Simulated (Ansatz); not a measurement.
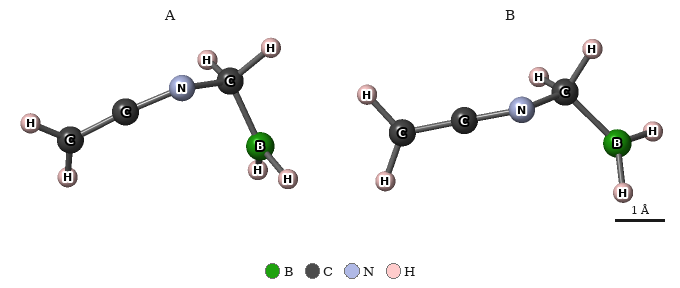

Two geometries of C3H6BN, drawn at one scale. One is the start of a relaxation, the other its converged end. Style: ball-and-stick. Shown at a tilt.

These are results of Ansatz, RKS B3LYP-D4/6-31G*, not measurements. Settings: no spin polarisation; force threshold 0.015 eV/Å; at most 40 steps.

Q: Which of the two is the end point?

A: Structure B is the relaxed one. The run prepares an end point of a later path (torsion) calculation, from a guessed geometry. Over 19 accepted moves (21 points after the start) the energy falls by 1.202 eV. Largest force component: 3.9 eV/Å at the start, 0.011 eV/Å at the end. The line search rejected the trial steps at points 13, 17 of the run. An H atom moves most after the best rigid fit: 1.40 Å. By element the largest moves are H 1.40 Å, N 0.45 Å, B 0.37 Å, C 0.27 Å. Near-neighbour distances that change, for instance: C–N 1.278 → 1.223 Å, C–H 1.154 → 1.104 Å, B–C 1.527 → 1.564 Å, C–H 1.054 → 1.085 Å. Bond angles that change, for instance: H–B–H 114.5° → 120.0°, C–C–H 115.3° → 120.7°, B–C–N 110.3° → 115.4°. Groups turn about B–C by about 55°, C–N by about 35°.
